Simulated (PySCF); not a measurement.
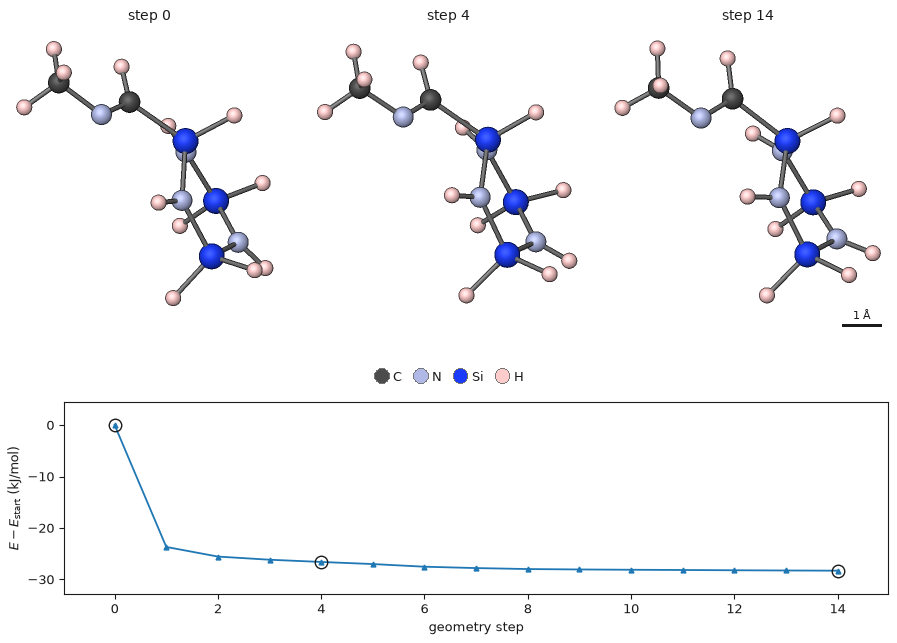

Frames of a relaxation of C$_{2}$H$_{12}$N$_{4}$Si$_{3}$, marked on the history of the run. Style: ball-and-stick. Shown from a free direction.

The start comes from GFN2-xTB. Its atoms were then displaced at random by about 0.01 Å.

Method: PySCF, PBE0-D3(BJ)/def2-SVP geometry optimisation, gas phase. 

**Describe the path.**

Over 14 geometry steps the energy falls by 28.3 kJ/mol. The largest move after the best rigid fit is that of an H atom, 0.53 Å. By element the largest moves are H 0.53 Å, C 0.16 Å, N 0.15 Å, Si 0.13 Å. Near-neighbour distances that change, for instance: C–Si 1.836 → 1.893 Å, H–Si 1.465 → 1.497 Å, N–Si 1.707 → 1.737 Å, C–H 1.074 → 1.102 Å. Bond angles that change, for instance: Si–N–Si 127.1° → 120.5°, C–Si–N 110.3° → 104.4°, Si–N–Si 127.3° → 121.6°. Groups turn about N–Si by about 20°. Cost: 7.9 min on 1 thread of AMD EPYC 7R43 64-Core Processor, on a shared host. From step 0 to 4: an H atom moves most (0.29 Å), energy −26.6 kJ/mol. From step 4 to 14: H atoms move most (0.29 Å), energy −1.69 kJ/mol.
